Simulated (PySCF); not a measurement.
**C₆H₁₈Si₄: density, localisation and related maps**

```xyz
28

C    -3.2525   -0.7311   -1.1583
C    -2.9229   -0.3824    0.0940
C    -3.2712    0.9589    0.6731
Si   -1.9244   -1.5687    1.1629
Si    0.1377   -0.5319    1.6049
Si    0.8685    0.4000   -0.4229
Si    0.9714   -1.3633   -1.9719
C     2.5592    1.2172   -0.2499
C     2.6925    2.5268   -0.5038
C     3.7146    0.3588    0.1791
H    -3.7991   -0.0444   -1.8173
H    -2.9928   -1.7075   -1.5776
H    -2.3637    1.5116    0.9721
H    -3.8260    1.5818   -0.0454
H    -3.8852    0.8538    1.5832
H    -1.6884   -2.8421    0.4137
H    -2.6450   -1.8811    2.4391
H     1.1433   -1.5285    2.0977
H    -0.0118    0.5298    2.6534
H    -0.1346    1.4120   -0.8837
H     1.8354   -2.4591   -1.4270
H    -0.3901   -1.9266   -2.2259
H     1.5560   -0.9077   -3.2722
H     1.8480    3.1493   -0.8153
H     3.6629    3.0304   -0.4078
H     4.6476    0.9385    0.2524
H     3.8829   -0.4704   -0.5291
H     3.5228   -0.1083    1.1599
```

Geometry: PBE0-D3(BJ)/def2-SVP.

Level of theory: PBE0/pcSseg-1, SCF density, gas phase, non-relativistic in PySCF 2.14.0.

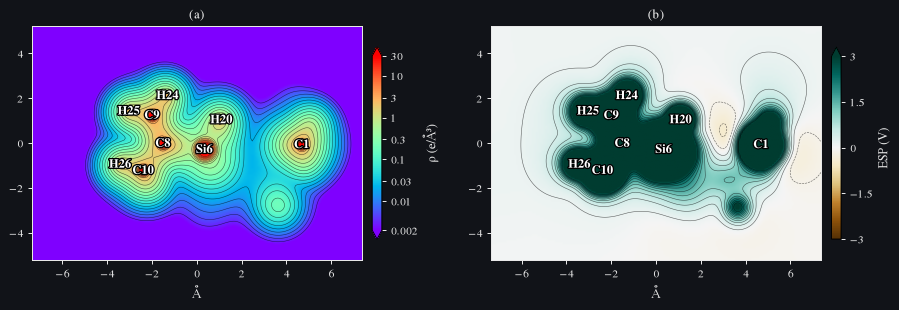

Figure 1. (a) total electron density; (b) molecular electrostatic potential on the plane of atoms C8, C9 and H24.

**Describe what can be read from this map.**

- Atoms in the plane: C, Si and H.
- C–C (1.34 Å): the density is about 2.2 e/Å³ at the midpoint.
- C–Si (1.89 Å): ρ at the midpoint is about 0.92 e/Å³.
- C–H (1.09 Å): the density is about 2 e/Å³ at the midpoint.
- C–C (1.50 Å): the density is about 1.7 e/Å³ at the midpoint.
- Si–H (1.50 Å): ρ at the midpoint is about 0.76 e/Å³.
- Outside the dense part of the molecule the potential is most negative (−0.5 V) near C2, which lies off the plane.

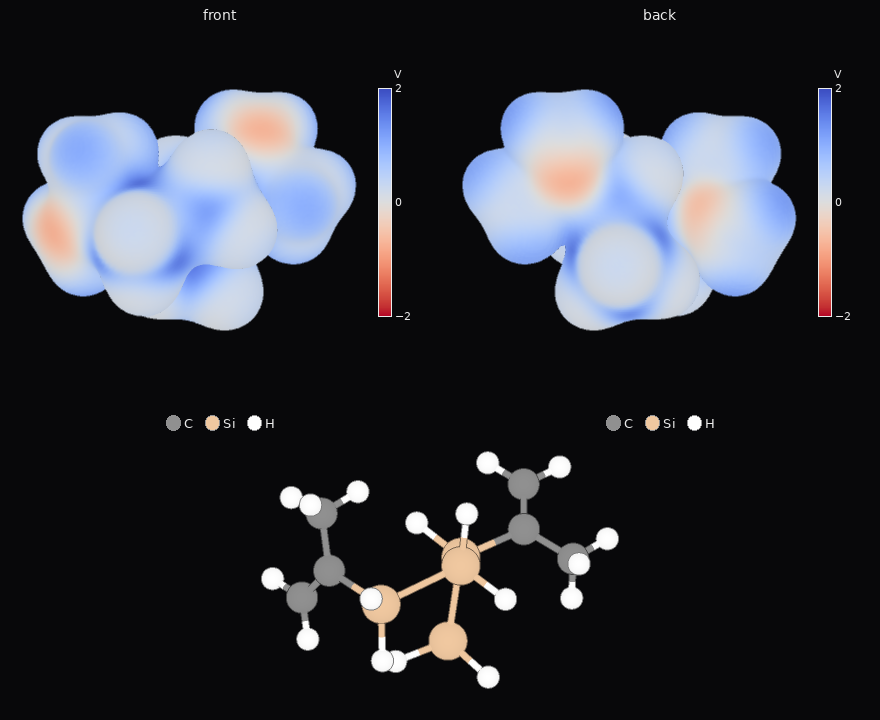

Figure 2. The electrostatic potential painted on the density surface at 0.004 e/bohr³, seen from the front and from behind; the colour scale runs from red (negative) to blue (positive). The bare structure is drawn below in the same view.

**Describe the electrostatic potential map.**

The most negative region (about −0.7 V) lies over the π face of C1, C2, C8 and C9, the most positive (about +1.5 V) over Si4, Si5 and Si7.
